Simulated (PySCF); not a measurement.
SMILES C(/[SeH])=C/[Si](C)(C)C at its GFN2-xTB optimised geometry (Å):

```
19

C      1.7047     0.3207     1.5707
Si     1.0597    -0.5524     0.0000
C      1.7113     0.3433    -1.5552
C      1.6149    -2.3740    -0.0150
C     -0.8361    -0.5524     0.0000
C     -1.6158     0.5209     0.0000
Se    -0.9878     2.3189    -0.0087
H      1.3415    -0.1633     2.4723
H      2.7899     0.3179     1.6071
H      1.3779     1.3568     1.6002
H      2.7968     0.3440    -1.5845
H      1.3821     1.3790    -1.5732
H      1.3553    -0.1298    -2.4657
H      1.2429    -2.8950    -0.8912
H      2.6970    -2.4483    -0.0247
H      1.2578    -2.9051     0.8613
H     -1.3384    -1.5119     0.0027
H     -2.6970     0.4664     0.0019
H     -2.3124     2.9051     0.0231
```

Method: PBE/def2-SVP in PySCF. Cells within 0.4 Å of a nucleus heavier than hydrogen are left out (blank, or x).

Map of the HOMO−1 amplitude (bohr^(-3/2)) on the plane z = 0.0 Å; orbital energy -6.82 eV, overall sign arbitrary:

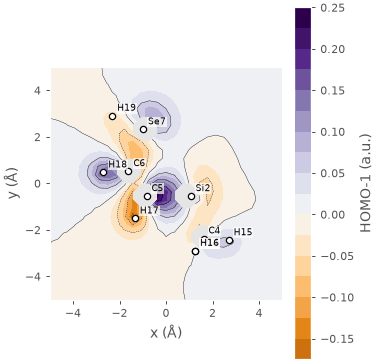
*HOMO−1 amplitude (bohr^(-3/2)) on the plane z = 0.0 Å.*
